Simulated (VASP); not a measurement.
Energy against volume of SrVO₃ (cubic perovskite). All values below come from optB88-vdW, VASP's PBE PAW potentials (set 64) (plane waves; VASP).

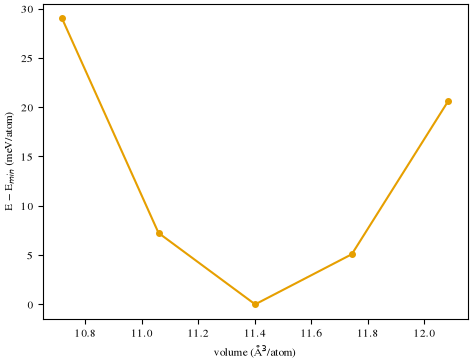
Energy against volume

Q: Estimate the equilibrium volume and the bulk modulus.

A: The minimum lies near 11.4 Å³/atom, and the curvature gives B0 of about 190 GPa.

Measured: a 3.842 Å (computed value off by +0.2 %), as given by Samuel D. Marks et al., Physical Review Materials (2021), arXiv:2103.05797. The calculation is for a static lattice, while the measured a holds thermal and zero-point effects, which are part of the difference.

The compound is SrVO3 in the cubic perovskite structure. It was relaxed first. The run is not spin-polarised, so no magnetic state was tried.
